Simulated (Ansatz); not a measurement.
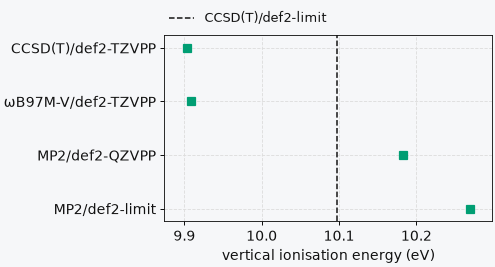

Vertical ionisation energy of CH₃FZn, SMILES F[CH2][ZnH], singlet, taken as the energy of the cation less that of the neutral at fixed geometry (unrestricted doublet cation, cores frozen in correlated methods, no spin-orbit coupling), the Ansatz code 0.2.0, at a PBE0-D4/def2-TZVP geometry (a minimum by its frequencies). Choice of cores on heavy atoms: Zn/Cu 3s3p. Limit means an estimate of the basis limit from triple and quadruple zeta; for coupled cluster it is either extrapolated directly or built as the MP2 limit plus the step from MP2 in triple zeta. The distance of CCSD(T)/def2-TZVPP and MP2/def2-QZVPP to the limit includes basis error.

What range do the values span, the line included?

From 9.90 eV (CCSD(T)/def2-TZVPP) to 10.27 eV (MP2/def2-limit).

Give the values.

| level | eV | less CCSD(T)/def2-limit |
| --- | --- | --- |
| CCSD(T)/def2-TZVPP | 9.90 | −0.19 |
| ωB97M-V/def2-TZVPP | 9.91 | −0.19 |
| MP2/def2-QZVPP | 10.18 | 0.09 |
| MP2/def2-limit | 10.27 | 0.17 |
| CCSD(T)/def2-limit | 10.10 | 0.00 |

Limits of at least one run: no scalar relativity up to krypton.
